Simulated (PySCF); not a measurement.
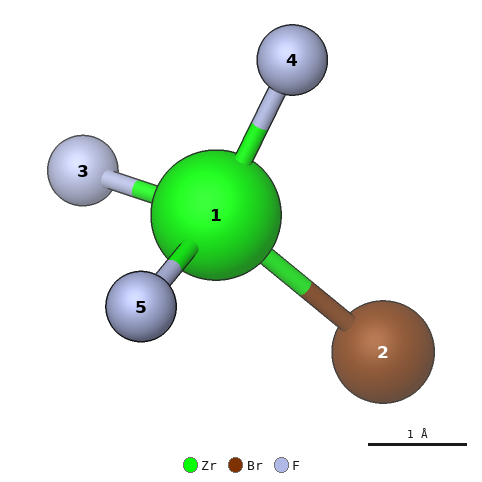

Orthographic view. Atoms fade into the background with distance from the viewer. Charge 0, singlet. The geometry was computed by an optimisation with PBE0-D3(BJ)/def2-SVP. No frequency run is at hand to confirm it as a minimum.

Give the distance matrix in Å.

| atom | Zr1 | Br2 | F3 | F4 | F5 |
| --- | --- | --- | --- | --- | --- |
| Zr1 | 0.00 |  |  |  |  |
| Br2 | 2.50 | 0.00 |  |  |  |
| F3 | 1.89 | 3.60 | 0.00 |  |  |
| F4 | 1.89 | 3.62 | 3.07 | 0.00 |  |
| F5 | 1.89 | 3.63 | 3.07 | 3.07 | 0.00 |
